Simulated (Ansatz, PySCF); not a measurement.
Breaking the Sn1–H2 bond in H4Sn (SMILES [SnH4]) (multiplicity 1 held, fragments rigid). Energies count from the point at 1.709 Å.
Geometry at that point (charge 0, multiplicity 1):
```xyz
5

Sn     0.000     0.000     0.000
H      1.302     0.700    -0.857
H      0.602    -0.859     1.348
H     -1.057     1.231     0.535
H     -0.847    -1.072    -1.026
```

R- and RO- levels are restricted; in cc, def2 and unpolarised 6-31G sets they are followed outwards from rest. Active spaces are followed from a long bond inwards. Curves can end on different states.

Cores are frozen in the correlated methods. Filled d and f shells under p-block atoms count as core. Rows in 3-21G carry no dispersion term and start afresh at each structure; the Pople sets are all-electron and without relativity.

Run with Ansatz (a first-principles code) with Gaussian orbitals; PySCF for 3-21G rows. Values without a source in brackets are computed. In def2 rows elements past Kr take small-core potentials, without spin–orbit coupling.

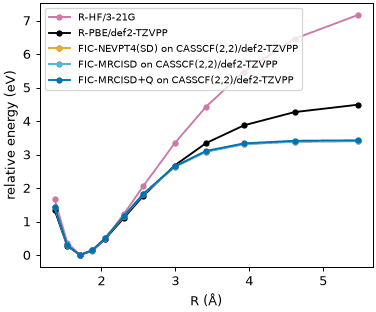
Figure: Relative energy along the coordinate

### Question
Read off the R-PBE/def2-TZVPP curve at R = 4.613.

### Answer
about 4.3 eV

Doubts at one or more of the structures used: a restricted determinant that unrestricted orbitals would lower (R-HF/3-21G, R-PBE/def2-TZVPP).
